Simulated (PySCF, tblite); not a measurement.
**BH3NO2 radical: geometry, infrared bands and EPR parameters**

Aim: predict the infrared bands and EPR parameters of BH3NO2 radical (`[NH]B(O)O`).

Computed with tblite 0.8.0 and PySCF 2.14.0, with density-fitted response routines of our own, on a single molecule in the gas phase. Atoms are numbered from 0 throughout.

## (1) The starting structure

7 atoms, charge 0, multiplicity 2; geometry from: force field or distance geometry start.

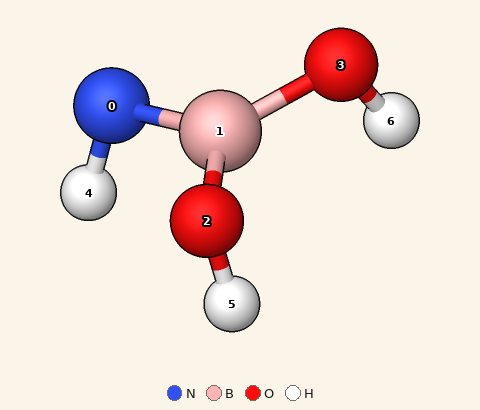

The starting geometry (nitrogen blue, boron pink, oxygen red, hydrogen white), atoms numbered; sticks join atoms by distance.

## (2) Optimising the geometry with GFN2-xTB

What the job is given:

```
{"job": {"kind": "relax", "xc": "GFN2-xTB", "basis": "xTB"}, "charge": 0, "multiplicity": 2}
N     -1.298700    -0.816400    -0.185700
B      0.009200    -0.085000    -0.398500
O      0.044900     1.358500    -0.546500
O      1.259200    -0.841400    -0.456400
H     -1.723900    -0.445300     0.706800
H      0.134700     1.714100     0.367200
H      1.577900    -0.879700     0.486100
```

Command:

```bash
$ OMP_NUM_THREADS=1 python probes_run.py task.json out
```

This one command runs all jobs of the session in turn.

The log of the run:

```text
step      E/eV     max force
  0    -374.28284    3.192
  1    -374.62006    2.232
  2    -374.81884    0.645
  3    -374.83455    0.545
  4    -374.86742    0.505
  5    -374.91766    0.695
  6    -374.95892    0.798
  7    -375.01165    0.889
  8    -375.05967    0.820
  9    -375.09796    0.947
 10    -375.17090    0.689
 11    -375.19101    1.652
 12    -374.95202    3.161
 13    -375.22761    0.642
 14    -375.24639    0.494
 15    -375.28684    0.659
 16    -375.31707    1.934
 17    -375.36841    0.726
 18    -375.39451    0.690
 19    -375.36850    2.774
 20    -375.50251    0.695
 21    -375.54578    0.478
 22    -375.51250    2.291
 23    -375.59334    0.347
 24    -375.60605    0.334
 25    -375.62777    0.659
 26    -375.64381    0.491
 27    -375.74297    0.774
 28    -375.78470    0.801
 29    -375.80453    0.577
 30    -375.79479    1.197
 31    -375.82955    0.332
 32    -375.83748    0.388
 33    -375.85724    0.480
 34    -375.87516    0.569
 35    -375.90050    0.498
 36    -375.91128    0.322
 37    -375.91461    0.691
 38    -375.92213    0.231
 39    -375.92463    0.111
 40    -375.92595    0.064
 41    -375.92635    0.061
 42    -375.92658    0.044
 43    -375.92667    0.038
 44    -375.92674    0.037
 45    -375.92682    0.032
 46    -375.92689    0.020
 47    -375.92694    0.021
 48    -375.92699    0.025
 49    -375.92703    0.030
 50    -375.92705    0.021
 51    -375.92707    0.009
```

It took 0.16 s on 1 thread of Arm Neoverse V1, shared host.

The steps of the relaxation: (not every step is listed)

```tsv
step	energy from step 0 (eV)	largest force (eV/Å)
0	0.0000	3.1922
1	-0.3372	2.2317
2	-0.5360	0.6450
3	-0.5517	0.5447
4	-0.5846	0.5047
5	-0.6348	0.6950
6	-0.6761	0.7975
7	-0.7288	0.8886
8	-0.7768	0.8199
11	-0.9082	1.6523
14	-0.9635	0.4938
17	-1.0856	0.7257
20	-1.2197	0.6946
23	-1.3105	0.3467
26	-1.3610	0.4907
29	-1.5217	0.5766
32	-1.5546	0.3882
35	-1.6177	0.4980
38	-1.6393	0.2311
41	-1.6435	0.0614
44	-1.6439	0.0373
46	-1.6440	0.0195
47	-1.6441	0.0212
48	-1.6441	0.0253
49	-1.6442	0.0296
50	-1.6442	0.0206
51	-1.6442	0.0088
```

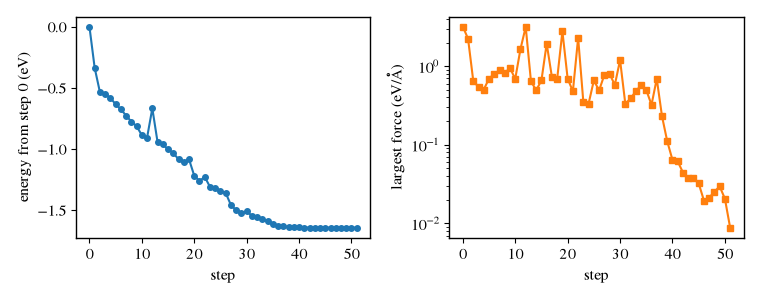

Energy and force, step by step.

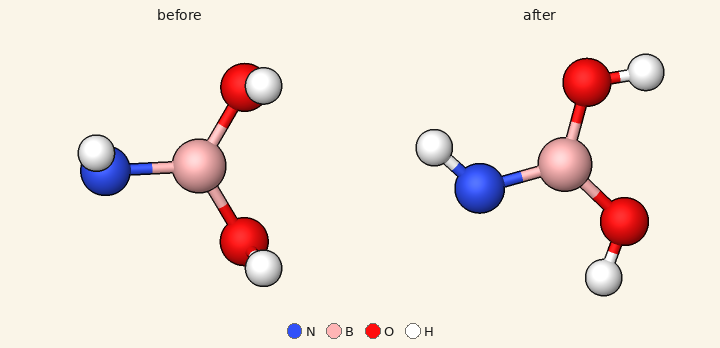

Before and after, at one scale.

Close pairs (by a distance rule), those that changed most:

```tsv
bond	before (Å)	after (Å)	change (Å)
B1–O3	1.462	1.361	-0.101
N0–B1	1.514	1.417	-0.096
B1–O2	1.452	1.363	-0.089
N0–H4	1.056	1.004	-0.052
O3–H6	0.996	0.955	-0.040
O2–H5	0.985	0.958	-0.027
```

The next job starts from the end point, and lists it.

## (3) Vibrational analysis with GFN2-xTB

What the job is given:

```
{"job": {"kind": "ir", "xc": "GFN2-xTB", "basis": "xTB"}, "charge": 0, "multiplicity": 2}
N     -1.010195    -0.921245     0.201181
B      0.026368     0.022279    -0.009904
O     -0.299121     1.338434    -0.146578
O      1.330575    -0.361103    -0.075460
H     -1.981371    -0.670725     0.254602
H      0.466898     1.897227    -0.283550
H      1.470180    -1.299962     0.032630
```

The log of the run:

```text
mode    cm-1     km/mol
  1     338.5     45.08
  2     348.8     20.06
  3     384.3     25.54
  4     450.9     34.56
  5     522.9     30.92
  6     577.6    450.50
  7     734.3    147.27
  8     848.4      0.97
  9     928.5    162.48
 10     949.4    142.10
 11    1233.5    295.36
 12    1285.2    363.63
 13    3514.9      1.00
 14    3616.5     30.99
 15    3662.9     31.82
```

Run time: 0.08 s. Hardware: 1 thread of Arm Neoverse V1, shared host.

Which atoms move in the most intense modes:

```tsv
cm⁻¹	km/mol	atoms
338	45.1	H4 83 %, N0 11 %
451	34.6	H5 52 %, B1 37 %
578	450.5	B1 40 %, H5 27 %, H6 11 %
734	147.3	H4 71 %, N0 22 %
928	162.5	H5 63 %, O2 21 %
949	142.1	H6 69 %, O3 19 %
1234	295.4	B1 69 %, O2 14 %
1285	363.6	B1 69 %, N0 12 %
```

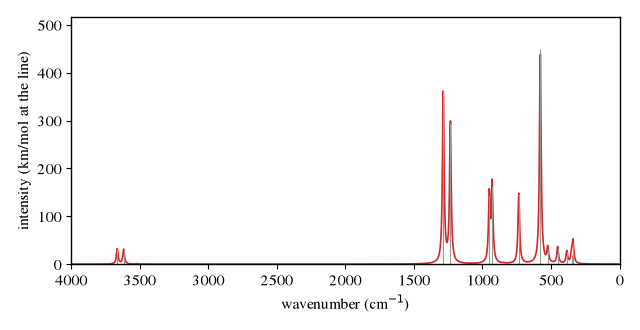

The infrared spectrum from these modes, unscaled. Lines are broadened to a width of 14 cm⁻¹ (Lorentzian).

## (4) EPR parameters: B3LYP/pcH-1

Same as in step 3 but for these lines:

```diff
@@ -1,2 +1,2 @@
-{"job": {"kind": "ir", "xc": "GFN2-xTB", "basis": "xTB"}, "charge": 0, "multiplicity": 2}
+{"job": {"kind": "epr", "basis": "pcH-1"}, "charge": 0, "multiplicity": 2}
 N     -1.010195    -0.921245     0.201181
```

With the program's defaults for keys left out, this is: UKS B3LYP, pcH-1 on B H N O, non-relativistic, mean-field spin-orbit, GIAO.

The log of the run:

```text
UKS, coarse grid
  cycle   1  E = -231.78977068  |g| = 6.61e-01
  cycle   2  E = -231.58418251  |g| = 1.01e+00
  cycle   3  E = -231.93509277  |g| = 9.38e-02
  cycle   4  E = -231.93840721  |g| = 3.83e-02
  cycle   5  E = -231.93894895  |g| = 1.00e-02
  cycle   6  E = -231.93897864  |g| = 5.57e-03
  cycle   7  E = -231.93898931  |g| = 1.32e-03
  cycle   8  E = -231.93899029  |g| = 3.74e-04
UKS, final grid
  cycle   1  E = -231.93901859  |g| = 3.33e-04
  cycle   2  E = -231.93901858  |g| = 3.97e-04
  cycle   3  E = -231.93901864  |g| = 8.94e-05
  cycle   4  E = -231.93901864  |g| = 2.10e-05
internal stability: stable
E = -231.93901864 Eh   <S^2> = 0.7528 (exact 0.7500)
g shifts (ppm)      1          2          3
  rmc          -212       -212       -212
  gc             -8         49         41
  oz_so          19       1968      14592
  total        -201       1805      14422
hyperfine (MHz)  atom isotope    a_iso     a_fc   dipolar eigenvalues
    0   14N      26.28      26.28    -40.23    -40.02     80.25
    1   11B     -25.51     -25.51     -6.05     -1.32      7.37
    2   17O      -1.66      -1.66    -17.97      8.01      9.96
    3   17O      -4.04      -4.04    -16.32      7.61      8.71
    4    1H     -57.10     -57.10    -50.42     -8.35     58.77
    5    1H      -6.15      -6.15     -5.43     -3.42      8.85
    6    1H      -3.76      -3.76     -4.82     -0.79      5.61
```

Wall time 29 s (1 thread of Arm Neoverse V1, shared host); peak memory 0.41 GiB.

Principal g values 2.00212, 2.00412, 2.01674; g(iso) = 2.00766, against 2.00232 for a free electron.

Mean a(iso) over the nuclei that a row names, and the largest dipolar term of the row (other rows stand at the frozen geometry):

```tsv
nuclei	isotope	a(iso) (MHz)	a(iso) (G, at g = 2.0023)	largest dipolar term (MHz)
H4	1H	-57.1	-20.4	58.8
N0	14N	26.3	9.4	80.2
B1	11B	-25.5	-9.1	7.4
H5, H6	1H	-5.0	-1.8	8.9
O2, O3	17O	-2.9	-1.0	-18.0
```

Mulliken spin populations:

```tsv
atom	value (e)
N0	0.95
B1	-0.01
O2	0.05
O3	0.05
H4	-0.03
H5	0.00
H6	0.00
```

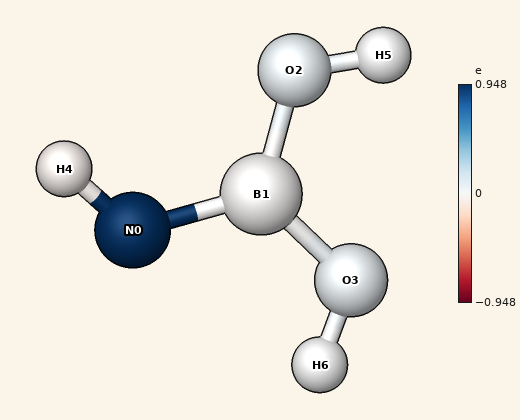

Mulliken spin populations, as colours on the atoms.

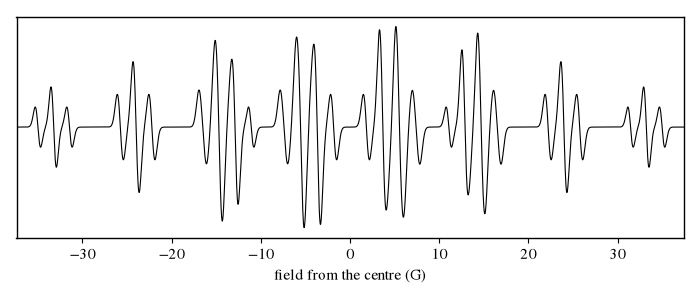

First-order isotropic spectrum (first derivative, main isotopes with spin only, couplings over 0.8 MHz, Gaussian width 0.3 G; couplings of the frozen geometry, rotation of groups not averaged beyond the rows shown).

The fields below are evaluated on a grid from the run's orbitals.

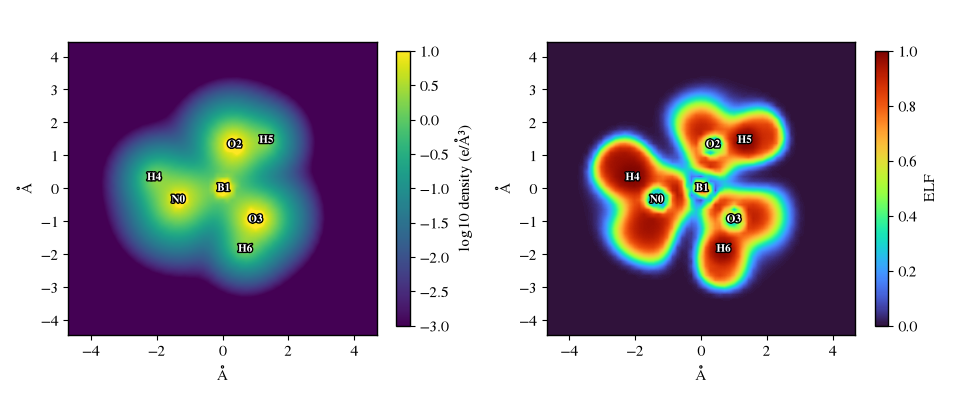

Density (left) and ELF (right) in a plane through or near 7 of the atoms.

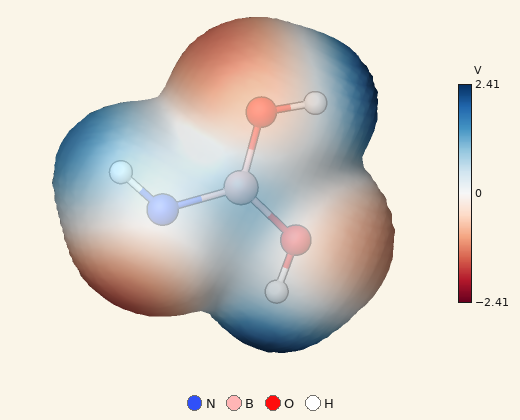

Electrostatic potential on the surface of density 0.002 e/bohr³; red is low, blue high. It runs from -1.51 V near N0 to 2.41 V near H6.

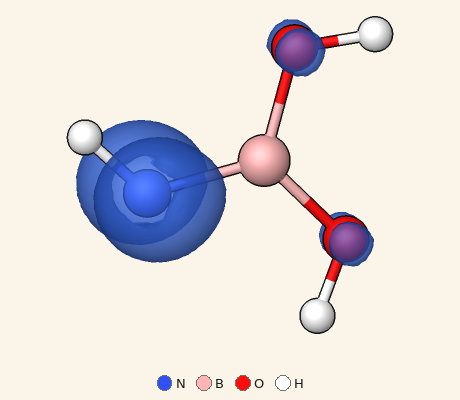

Spin density at ±0.07 e/Å³ (alpha excess blue, beta excess red).

## (5) Summary of results

| quantity | value |
| --- | --- |
| strongest single infrared mode (GFN2-xTB) | 578 cm⁻¹, 450 km/mol |
| zero-point energy (GFN2-xTB) | 27.7 kcal/mol |
| g(iso) (B3LYP) | 2.00766 |
| ⟨S²⟩ | 0.753 (exact 0.75) |
| largest a(iso) (averaged by class) | 1H on H4, -57.1 MHz |
| potential on the surface of density 0.002 e/bohr³, 1st and 99th percentile | -1.51 V and 2.41 V |

**Reading.** Relaxing lowered the energy by 1.644 eV in 51 steps; the close pair that moved most is B1–O3, from 1.462 to 1.361 Å. All 15 modes are real, so the xTB geometry is a minimum. The strongest single mode, at 578 cm⁻¹, is carried by B1, H5, H6. Unscaled tight-binding wavenumbers are off by several per cent, some by more. Its intensities can rank the bands wrongly. Most of the unpaired spin sits on N0 (0.95 e). The isotropic g lies 5.3 ppt above the free-electron value.
